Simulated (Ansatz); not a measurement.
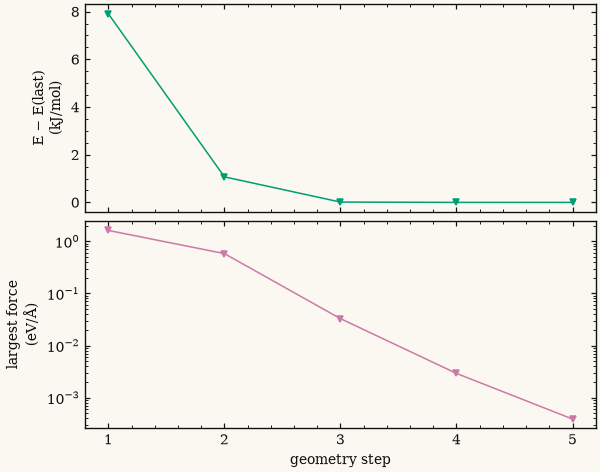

History of a geometry optimisation.

BH$_{4}$ (charge −1); PBE0/def2-SVP, Gaussian basis (Ansatz).

Question: How did it end, and what did it gain?

Answer: The optimisation met its thresholds at geometry 5, counting the start as the first. The energy fell by about 7.9 kJ/mol from the first step to the last. The largest force goes from about 1.6 eV/Å at the start to 4 × 10⁻⁴ eV/Å at the end.
